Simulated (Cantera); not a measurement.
Input: 1 mol PbS, a varied amount of H₂, at 1450 K and 1.00 Torr.

These are equilibrium values from Cantera (NASA tables, ideal gas, pure condensed phases), not measurements of a reactor. Candidate condensed phases: Pb, PbS, S; 10 gas species. Kinetics and transport are ignored.

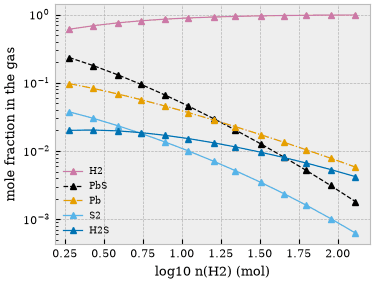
Fig. 1. Equilibrium gas composition (values under 1e-9 drawn at 1e-9)

Read off the mole fractions at 45 mol H₂.

H₂ about 0.97, Pb about 0.013, PbS about 0.0082, H₂S about 0.0080, S₂ about 0.0024.
